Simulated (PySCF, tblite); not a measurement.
# C20H11BO: electronic excitations, NMR shifts, part 2 of 2

tblite 0.8.0 and PySCF 2.14.0. Atoms count from 0. Earlier steps stand in the parts before.

### 5 NMR shifts: GIAO KT3/pcSseg-1

What the job is given:

```
{"job": {"kind": "nmr", "xc": "KT3", "basis": "pcSseg-1", "pop": false}, "charge": 0, "multiplicity": 1}
B     -2.211562     3.300443     0.519373
C     -3.225193     2.174679     0.561301
C     -2.770093     0.878873     0.449270
C     -3.637089    -0.264387     0.477452
C     -3.160143    -1.522020     0.365285
C     -1.762553    -1.780220     0.211755
C     -1.257955    -3.085454     0.093530
C      0.085375    -3.314655    -0.053390
C      0.998911    -2.248469    -0.089987
C      2.397475    -2.455581    -0.241160
C      3.261676    -1.412599    -0.274063
C      2.804726    -0.068556    -0.158884
C      3.681134     1.020146    -0.190986
C      3.204568     2.311003    -0.077108
C      1.849137     2.552232     0.071913
C      0.940775     1.494792     0.109322
C     -0.473978     1.713932     0.262941
C     -1.359437     0.640284     0.296144
C     -0.869941    -0.692599     0.178235
C      0.516234    -0.925507     0.027006
C      1.417068     0.167039    -0.007060
O     -0.893304     2.969225     0.370584
H     -2.429790     4.448464     0.601932
H     -4.290915     2.323147     0.674796
H     -4.696781    -0.086071     0.592936
H     -3.831413    -2.369857     0.389470
H     -1.949376    -3.916068     0.120072
H      0.459634    -4.324976    -0.143290
H      2.755811    -3.471334    -0.329483
H      4.322891    -1.579771    -0.389195
H      4.740157     0.838838    -0.306468
H      3.894514     3.141819    -0.104034
H      1.479273     3.562300     0.160729
```

With the program's defaults for keys left out, this is: GIAO KT3/pcSseg-1 NMR shielding, non-relativistic, gas phase.

The program printed:

```text
start: PBE on a coarse grid of 28936 points
cycle   1  E = -867.3718108301  dE =  4.059e+00  |g| = 8.881e-01  |ddm| = 7.637e+00
cycle   2  E = -867.0383460508  dE =  3.335e-01  |g| = 1.486e+00  |ddm| = 3.282e+00
cycle   3  E = -867.5108971252  dE = -4.726e-01  |g| = 4.579e-01  |ddm| = 2.265e+00
cycle   4  E = -867.5651555138  dE = -5.426e-02  |g| = 1.533e-01  |ddm| = 8.918e-01
cycle   5  E = -867.5705058887  dE = -5.350e-03  |g| = 9.331e-02  |ddm| = 3.215e-01
cycle   6  E = -867.5726522098  dE = -2.146e-03  |g| = 2.539e-02  |ddm| = 1.315e-01
cycle   7  E = -867.5727660690  dE = -1.139e-04  |g| = 1.580e-02  |ddm| = 5.422e-02
cycle   8  E = -867.5728384581  dE = -7.239e-05  |g| = 3.934e-03  |ddm| = 2.303e-02
final grid: 271517 points
cycle   9  E = -883.1266061610  dE = -4.763e-02  |g| = 1.323e-01  |ddm| = 1.928e+00
cycle  10  E = -883.1119616985  dE =  1.464e-02  |g| = 3.021e-01  |ddm| = 4.146e-01
cycle  11  E = -883.1294663997  dE = -1.750e-02  |g| = 3.167e-02  |ddm| = 3.266e-01
cycle  12  E = -883.1297220452  dE = -2.556e-04  |g| = 1.490e-02  |ddm| = 6.171e-02
cycle  13  E = -883.1297834405  dE = -6.140e-05  |g| = 5.604e-03  |ddm| = 2.724e-02
cycle  14  E = -883.1297913635  dE = -7.923e-06  |g| = 1.966e-03  |ddm| = 1.171e-02
cycle  15  E = -883.1297933923  dE = -2.029e-06  |g| = 6.776e-04  |ddm| = 3.269e-03
cycle  16  E = -883.1297931426  dE =  2.497e-07  |g| = 2.738e-04  |ddm| = 1.362e-03
cycle  17  E = -883.1297937278  dE = -5.852e-07  |g| = 7.618e-05  |ddm| = 5.716e-04
converged SCF energy = -883.1297937278

GIAO shielding tensors (ppm)
atom      isotropic    diamagn.    paramagn.     s11        s22        s33       span
  0 B       71.351     196.239    -124.887     29.792     75.838    108.424     78.632
  1 C       63.611     254.106    -190.495    -34.614     58.211    167.236    201.850
  2 C       45.732     247.143    -201.411    -47.641      8.704    176.133    223.774
  3 C       60.776     249.965    -189.189    -23.370     61.848    143.850    167.220
  4 C       57.502     248.317    -190.815    -31.545     56.431    147.620    179.165
  5 C       63.810     251.880    -188.069     -5.447     14.084    182.793    188.240
  6 C       64.628     249.982    -185.354    -23.494     56.663    160.715    184.209
  7 C       66.102     249.396    -183.295    -20.901     59.473    159.734    180.635
  8 C       61.334     252.398    -191.064     -6.552      5.695    184.859    191.411
  9 C       62.597     247.954    -185.357    -24.769     59.972    152.587    177.356
 10 C       62.200     249.431    -187.232    -25.282     59.683    152.199    177.481
 11 C       61.002     251.021    -190.019    -10.507      7.904    185.610    196.118
 12 C       62.932     244.597    -181.665    -24.210     53.243    159.763    183.973
 13 C       64.569     254.262    -189.693    -33.147     52.976    173.877    207.024
 14 C       67.715     233.184    -165.469    -23.050     46.922    179.272    202.322
 15 C       65.198     258.403    -193.205     -7.792     30.439    172.948    180.740
 16 C       37.584     256.753    -219.169    -24.792     19.339    118.205    142.997
 17 C       74.155     259.434    -185.279      7.776     34.536    180.153    172.378
 18 C       67.678     241.024    -173.346      2.015     15.075    185.944    183.928
 19 C       71.883     242.439    -170.556      7.893     12.705    195.052    187.159
 20 C       68.086     242.607    -174.521      5.870      7.874    190.516    184.646
 21 O       81.050     396.187    -315.137    -97.420    -36.005    376.574    473.994
 22 H       25.683      29.528      -3.844     21.131     27.600     28.319      7.187
 23 H       24.243      30.251      -6.008     21.146     22.909     28.673      7.526
 24 H       24.154      31.079      -6.926     19.340     25.171     27.949      8.608
 25 H       23.899      31.978      -8.078     18.765     25.078     27.855      9.090
 26 H       23.533      32.520      -8.988     17.416     25.413     27.770     10.355
 27 H       23.447      32.532      -9.085     17.010     25.497     27.833     10.822
 28 H       23.603      32.017      -8.414     17.551     25.389     27.869     10.319
 29 H       23.599      31.474      -7.875     17.607     25.361     27.829     10.222
 30 H       23.451      31.630      -8.178     17.478     25.027     27.850     10.372
 31 H       23.397      27.596      -4.198     17.707     25.686     26.799      9.092
 32 H       22.160      34.582     -12.422     13.970     24.071     28.439     14.469
```

Wall time 49 s (1 thread of Arm Neoverse V1, shared host); peak memory 0.69 GiB.

Shifts follow as δ = σ(reference) − σ, with reference shieldings (ppm) from runs at the same level and on the same kind of geometry: $^{1}$H TMS 31.76, $^{13}$C TMS 184.7, $^{17}$O H2O 330.8, $^{11}$B BF3·OEt2 100.0. The references are single molecules in the gas phase, so shifts against H2O, NH3, PH3, H3PO4 or CFCl3 are not on the usual liquid scales and can be off by tens of ppm.

| atoms | environment | σ (ppm) | δ (ppm) |
| --- | --- | --- | --- |
| C16 | aromatic carbon bearing oxygen | 37.6 | 147.1 |
| C2 | substituted aromatic carbon | 45.7 | 139.0 |
| C4 | aromatic CH | 57.5 | 127.2 |
| C3 | aromatic CH | 60.8 | 123.9 |
| C11 | ring-fusion aromatic carbon | 61.0 | 123.7 |
| C8 | ring-fusion aromatic carbon | 61.3 | 123.4 |
| C10 | aromatic CH | 62.2 | 122.5 |
| C9 | aromatic CH | 62.6 | 122.1 |
| C12 | aromatic CH | 62.9 | 121.8 |
| C1 | carbon bonded to C, B, H, in a 6-membered ring | 63.6 | 121.1 |
| C5 | ring-fusion aromatic carbon | 63.8 | 120.9 |
| C13 | aromatic CH | 64.6 | 120.2 |
| C6 | aromatic CH | 64.6 | 120.1 |
| C15 | ring-fusion aromatic carbon | 65.2 | 119.5 |
| C7 | aromatic CH | 66.1 | 118.6 |
| C18 | ring-fusion aromatic carbon | 67.7 | 117.0 |
| C14 | aromatic CH | 67.7 | 117.0 |
| C20 | ring-fusion aromatic carbon | 68.1 | 116.6 |
| C19 | ring-fusion aromatic carbon | 71.9 | 112.8 |
| C17 | ring-fusion aromatic carbon | 74.2 | 110.6 |
| H32 | hydrogen on an aromatic CH | 22.16 | 9.60 |
| H31 | hydrogen on an aromatic CH | 23.40 | 8.36 |
| H27 | hydrogen on an aromatic CH | 23.45 | 8.31 |
| H30 | hydrogen on an aromatic CH | 23.45 | 8.31 |
| H26 | hydrogen on an aromatic CH | 23.53 | 8.23 |
| H29 | hydrogen on an aromatic CH | 23.60 | 8.16 |
| H28 | hydrogen on an aromatic CH | 23.60 | 8.16 |
| H25 | hydrogen on an aromatic CH | 23.90 | 7.86 |
| H24 | hydrogen on an aromatic CH | 24.15 | 7.61 |
| H23 | hydrogen on a carbon bonded to C, B, in a 6-membered ring | 24.24 | 7.52 |
| H22 | hydrogen on a boron bonded to C, O, in a 6-membered ring | 25.68 | 6.08 |
| B0 | boron bonded to C, O, H, in a 6-membered ring | 71.4 | 28.6 |
| O21 | oxygen bonded to C, B, in a 6-membered ring | 81.0 | 249.7 |

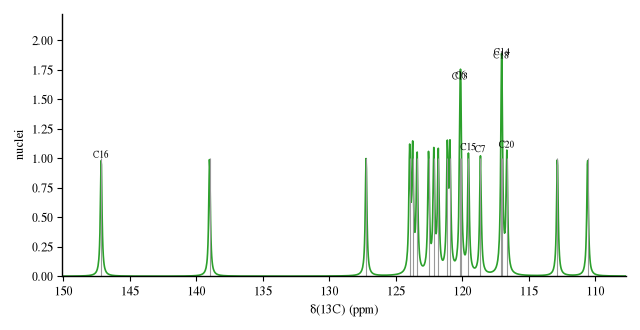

$^{13}$C lines at the computed shifts, without couplings. Lines are broadened to a width of 0.15 ppm (Lorentzian).

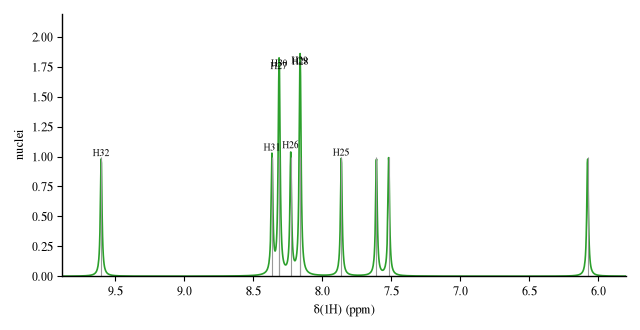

$^{1}$H lines at the computed shifts, without couplings. Lines are broadened to a width of 0.01 ppm (Lorentzian).

Ring of atoms B0, C1, C2, C16, C17, O21: NICS(0) -4.1, NICS(1) -7.0, NICS(1)zz -15.9 ppm (means of both faces).

Ring of atoms C2, C3, C4, C5, C17, C18: NICS(0) 0.1, NICS(1) -4.0, NICS(1)zz -5.0 ppm (means of both faces).

Ring of atoms C5, C6, C7, C8, C18, C19: NICS(0) -10.5, NICS(1) -12.9, NICS(1)zz -31.5 ppm (means of both faces).

### 6 Summary of results

What follows sums up all 2 parts.

| quantity | value |
| --- | --- |
| strongest single infrared mode (GFN2-xTB) | 2634 cm⁻¹, 284 km/mol |
| zero-point energy (GFN2-xTB) | 152.3 kcal/mol |
| lowest singlet (CAM-B3LYP/def2-SVP) | 3.38 eV (367 nm), f = 0.498 |
| lowest triplet | 1.89 eV |
| surface potential, least and greatest | -0.68 V and 1.00 V |
| $^{13}$C shifts against TMS (KT3/pcSseg-1) | 147.1, 139.0, 127.2, 123.9, 123.7, 123.4, 122.5, 122.1, 121.8, 121.1, 120.9, 120.2, 120.1, 119.5 ppm and more |
| $^{1}$H shifts against TMS (KT3/pcSseg-1) | 9.60, 8.36, 8.31, 8.31, 8.23, 8.16, 8.16, 7.86, 7.61, 7.52, 6.08 ppm |
| $^{11}$B shifts against BF3·OEt2 (KT3/pcSseg-1) | 28.6 ppm |
| $^{17}$O shifts against H2O (KT3/pcSseg-1) | 249.7 ppm |

**Reading.** No mode is imaginary among the 93: a minimum at this level. The strongest single mode, at 2634 cm⁻¹, moves mainly H22. GFN2-xTB is a fitted tight-binding method: band positions and strengths are rough. Its intensities can rank the bands wrongly. The lowest singlet, at 3.38 eV, is HOMO→LUMO 0.91 and is bright. The lowest triplet lies 1.49 eV below the lowest singlet. By nearest atom (CAM-B3LYP/def2-SVP), the HOMO sits on C1 15 %; C5 9 % and the LUMO on C1, C16 about 9 % each; C12, C14 about 7 % each. At KT3/pcSseg-1: Shielding is most anisotropic at O21 (span 474 ppm, paramagnetic term -315 ppm). NICS(1)zz of -16 ppm above the planar ring from B0 marks a diatropic (aromatic) ring current. NICS(1)zz of -32 ppm above the planar ring from C5 marks a diatropic (aromatic) ring current.
